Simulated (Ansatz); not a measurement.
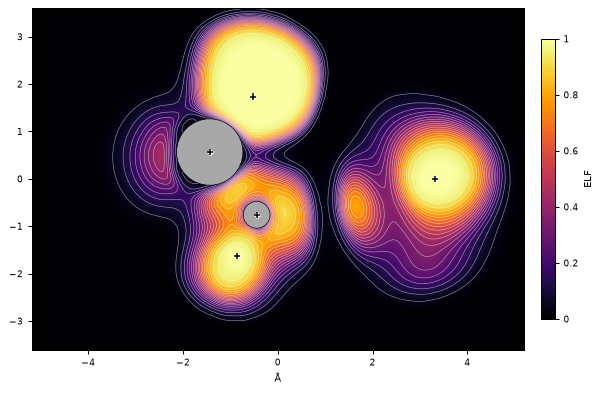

The ELF on a plane through atoms (crosses mark nuclei in the plane; grey discs cover the cores).

Theory: RKS PBE0-D4/def2-TZVPP in Ansatz 0.2.0.

Candidates:
A. F$_{3}$HSi···H$_{2}$···HF
B. CH$_{7}$BO
C. H$_{4}$OSi···H$_{2}$S

Which candidate gave the map?

Answer. Candidate C: H$_{4}$OSi···H$_{2}$S on the plane of atoms Si1, O7 and H9, which holds Si, H and O. Si–O (1.66 Å): the ELF peaks at about 0.90 between the atoms; a shared but strongly polarised pair. O–H (0.96 Å): the ELF climbs to about 1 towards the hydrogen, as it does in any bond to H; a covalent bond by its length.
